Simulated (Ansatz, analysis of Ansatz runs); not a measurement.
# A hop of Zn in B (R-3m), charge 0, part 2 of 2

Aim: the barrier of one jump in B (R-3m) at charge 0: Zn_i hop between voids (1.4 Å). The model is a cell of 96 host atoms with 1 Zn put in; Zn is the atom that moves.

Ansatz 0.2.0; plane-wave PAW DFT, PBEsol; relaxation of all atoms of a defect supercell.

So far: Starting point; Relaxation of the start point, charge 0.

## (2) Relaxation of the start point, charge 0 (continued)

The steps of the relaxation:

```csv
step,energy less that of the first step (eV),largest force component (eV/Å)
1,0.0000,4.7120
2,-1.5550,3.4751
3,-2.5919,1.7081
4,-2.8778,0.9007
5,-3.0195,0.3196
6,-3.0476,0.0192
7,-3.0476,0.0193
```

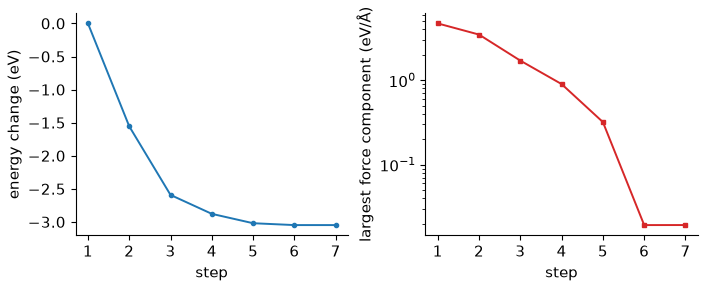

Energy and largest force along the relaxation.

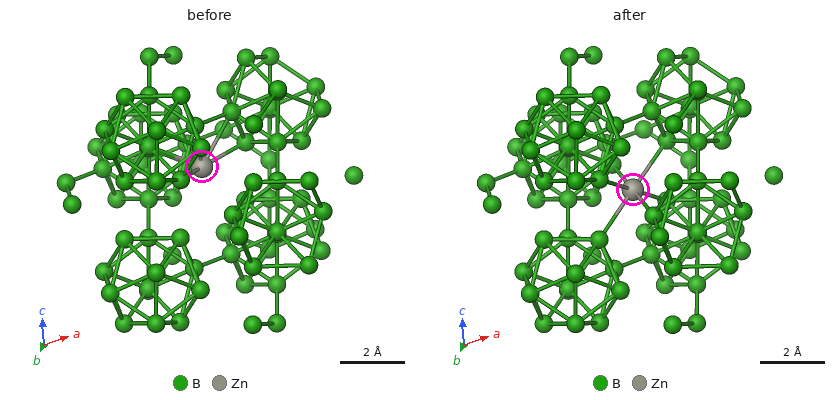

Before and after: the atoms that start within 5 Å of the centre. Zn97, which moves most, is ringed if it is among them. Bonds to atoms that aren't drawn are left out.

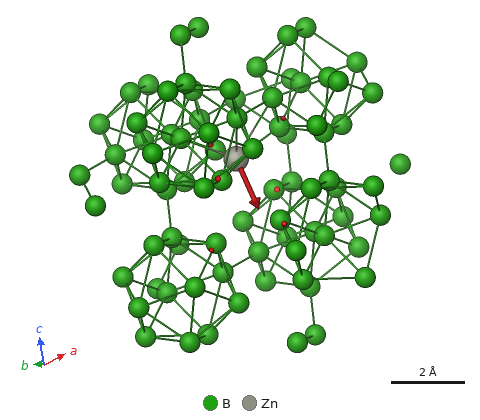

Displacements in the relaxation from the typed sites near the centre, exaggerated, the mean shift taken out; the longest in the cell stands for 0.80 Å. Bonds to atoms that aren't drawn are left out.

The atoms that moved most (Å, from the sites as typed, ahead of the random displacement, the mean shift of all atoms taken out):

```
atom      dx      dy      dz  length
Zn97   0.000   0.788  -0.130   0.798
 B11   0.037  -0.030   0.067   0.083
 B10  -0.037  -0.030   0.067   0.083
  B8   0.000  -0.051  -0.065   0.082
  B9   0.036   0.014  -0.063   0.074
  B7  -0.036   0.014  -0.063   0.074
 B12  -0.001   0.034   0.064   0.073
  B2   0.000  -0.038  -0.028   0.047
```

Neighbours of Zn97 at the end:

```csv
atom,distance (Å)
B8,2.192
B11,2.194
B10,2.194
B7,2.198
B9,2.198
B12,2.199
B28,2.591
B53,2.592
B13,2.593
B15,2.593
B50,2.598
B26,2.598
B30,2.601
B54,2.601
B17,2.608
B16,2.608
```

Numbers from this step:

```
free energy                                                                                       : -17932.6022 eV
r.m.s. move of the farther half of the atoms                                                      : 0.01287 Å
largest move from the ideal geometry of this structure, a common shift of the far atoms taken out : 0.8052 Å
```

The relaxation gained 3.048 eV and ended with a largest force component of 0.019 eV/Å.

## (3) Relaxation of the end point, charge 0

The end point is relaxed in the same cell and settings, so that the two energies compare. Atoms more than 3.2 Å from the middle of the hop start where the first relaxation left them, the nearer ones on or close to their ideal places, with small random displacements.

Contents of q0.end/input.yaml:

```yaml
crystal:
  lattice:
    - [4.87650165, 2.81544954, 8.33311667]
    - [-4.87650165, 2.81544954, 8.33311667]
    - [0.0, -5.63089908, 8.33311667]
  atoms:
    - { symbol: B, position: [0.00227381, 0.32928566, 0.00255076] }
    - { symbol: B, position: [0.00219495, 0.00253105, 0.3292927] }
[... 4 atom lines left out ...]
    - { symbol: B, position: [0.11079332, 0.31490477, 0.11079332] }
    - { symbol: B, position: [0.11079332, 0.11079332, 0.31490477] }
    - { symbol: B, position: [0.31490477, 0.11079332, 0.11079332] }
    - { symbol: B, position: [0.18509523, 0.38920668, 0.38920668] }
    - { symbol: B, position: [0.38920668, 0.18509523, 0.38920668] }
    - { symbol: B, position: [0.38920668, 0.38920668, 0.18509523] }
    - { symbol: B, position: [0.00530722, 0.32691439, 0.50530722] }
[... 2 atom lines left out ...]
    - { symbol: B, position: [0.17308561, 0.49469278, 0.99469278] }
[... 9 atom lines left out ...]
    - { symbol: B, position: [0.00530722, 0.50530722, 0.32691439] }
[... 26 atom lines left out ...]
    - { symbol: B, position: [0.99469278, 0.17308561, 0.49469278] }
    - { symbol: B, position: [0.99469278, 0.49469278, 0.17308561] }
[... 42 atom lines left out ...]
    - { symbol: Zn, position: [0.2075, 0.3507, 0.2075] }
basis:
  ecutwfc: 420
  xc_grid: 2
hamiltonian:
  xc: pbesol
kpoints:
  mp_grid: { grid: [1, 1, 1], shift: [0.25, 0.25, 0.25] }
scf:
  occupations: { method: fixed }
  max_iter: 100
output:
  forces: true
relax:
  f_tol: 0.02
  max_steps: 70
  random_displacement: { amplitude: 0.01, seed: 9972 }
```

Run with:

```console
> ansatz run input.yaml --threads 4 --pin off --max-ram 14131MiB --backend cpu --events-out ev --progress --plain --runs-dir out
```

Numbers of over 12 decimals in the logs are rounded to 6 here.

What it wrote:

```text
[...]
Crystal: 97 atoms, lattice volume = 686.459 Å³
Basis set: ecut = 420 eV, 13449 PW (Γ), exchange–correlation on 144×144×144 points (8 copies of the dense FFT grid, shifted against one another)
Bands: 247, of which v1, the nominal top of the filled ones, is band 150 counted from 1 (149 counted from 0)
Symmetry: 1 space group operations
k-points: 1
[...]
SCF iter   1: F=—  HF=-17930.498135 eV  |F-HF|=—  |Δ(HF+E_count)|=         —  Δρ=7.99e-3  dr2=5.30e-1  ethr=1.77e-3  ⟨swp⟩=5.0  Hψ=1030  notcnv=0  defer=94
[...]
SCF iter   7: F=-17930.347405 eV  HF=-17930.347405 eV  |F-HF|=4.05e-7  |Δ(HF+E_count)|=   1.64e-5  Δρ=2.17e-5  dr2=5.48e-6  ethr=3.33e-9  ⟨swp⟩=4.0  Hψ=638  notcnv=0
SCF 1 converged in 7 iterations: F = -17930.347405 eV  dr2 = 5.48e-6
[...]
[... 42 atoms left out ...]
  atom  97  Zn     0.00130348    -0.00081502    -0.00051255
  max |Σ_I F_I| component: 4.54e-5 eV/Å
--- Relaxed structure (7 steps of the walk, 7 accepted, 0 SCFs on fresh bases) ---
  F+E_penalty+E_count = -17932.60260585 eV   max|allowed force component| = 5.502e-3 eV/Å
  atoms:
    - { symbol: B, position: [0.001938, 0.330218, 0.001963] }
    - { symbol: B, position: [0.001975, 0.003379, 0.328812] }
    [... 4 atoms left out ...]
    - { symbol: B, position: [0.105184, 0.318189, 0.105211] }
    - { symbol: B, position: [0.105208, 0.106632, 0.316807] }
    [... 1 atom left out ...]
    - { symbol: B, position: [0.182320, 0.395280, 0.394042] }
    - { symbol: B, position: [0.393910, 0.183787, 0.393927] }
    - { symbol: B, position: [0.394020, 0.395280, 0.182344] }
    - { symbol: B, position: [0.003045, 0.328434, 0.507359] }
    [... 12 atoms left out ...]
    - { symbol: B, position: [0.003111, 0.508659, 0.327048] }
    [... 26 atoms left out ...]
    - { symbol: B, position: [0.991856, 0.173539, 0.496054] }
    - { symbol: B, position: [0.991856, 0.497422, 0.172143] }
    [... 42 atoms left out ...]
    - { symbol: Zn, position: [0.249491, 0.251140, 0.249512] }
[key lines of the parts left out:]
SCF converged after 5 iterations
Free energy (F): -17932.602606 eV
Fermi energy:    10.474963 eV
```

The job ended after 43 s (4 threads of Arm Neoverse V1, shared host; peak memory 1.3 GiB; 2.7 min of CPU time).

Relaxation path:

```csv
step,energy less that of the first step (eV),largest force component (eV/Å)
1,0.0000,4.1124
2,-0.9647,3.0515
3,-1.7914,1.4627
4,-2.0748,0.7898
5,-2.2236,0.2911
6,-2.2546,0.0252
7,-2.2552,0.0055
```

The atoms that moved most (Å, from the sites as typed, ahead of the random displacement):

| atom | dx | dy | dz | length |
| --- | --- | --- | --- | --- |
| Zn97 | 0.689 | -0.399 | -0.130 | 0.807 |
| B7 | -0.044 | 0.025 | -0.066 | 0.083 |
| B10 | -0.044 | -0.018 | 0.068 | 0.083 |
| B12 | -0.007 | 0.046 | 0.068 | 0.082 |
| B8 | -0.008 | -0.038 | -0.065 | 0.076 |
| B9 | 0.028 | 0.025 | -0.065 | 0.076 |
| B11 | 0.028 | -0.017 | 0.068 | 0.075 |
| B26 | -0.028 | 0.003 | 0.011 | 0.030 |

Neighbours of Zn97 at the end:

```
atom  distance (Å)
  B7         2.197
 B10         2.197
 B12         2.197
  B9         2.197
  B8         2.197
 B11         2.197
 B16         2.598
 B54         2.598
 B27         2.598
 B26         2.598
 B17         2.599
 B53         2.599
 B49         2.599
 B13         2.599
 B15         2.600
 B50         2.600
```

Numbers from this step:

- free energy: -17932.6026 eV
- r.m.s. move of the farther half of the atoms: 0.01308 Å
- largest move from the ideal geometry of this structure, a common shift of the far atoms taken out: 0.8142 Å

The relaxation gained 2.255 eV and ended with a largest force component of 0.0055 eV/Å. The end lies within 1 meV of the start.

## (4) No path, charge 0

Analysis of the runs above: comparison of two relaxed ends, PBEsol.

It gives:

```
outcome            : both ends relax to one structure
largest difference : 0.01087 Å
energy difference  : -4.42e-4 eV
```

## (5) Results

```json
{
 "outcome": "both ends relax to one structure"
}
```

**Reading.** Start and end relaxed into one structure, so no band was run. The largest move in the relaxations was 0.8 Å. This doesn't show that a second stable place is lacking: the end was set up from the relaxed start, and an atom can slide across on the way. Keep in mind: one k-point off the zone centre stands for the whole zone.

[Logs are printed without paths, hosts, clocks, repeated set-up lines and the standing remarks that a program may print on its own settings, such as how far it seeks lower states.]

[Hosts, paths, dates, database ids (printed as entryN), source tags and the programs' standing remarks are cut or masked in the printed files.]
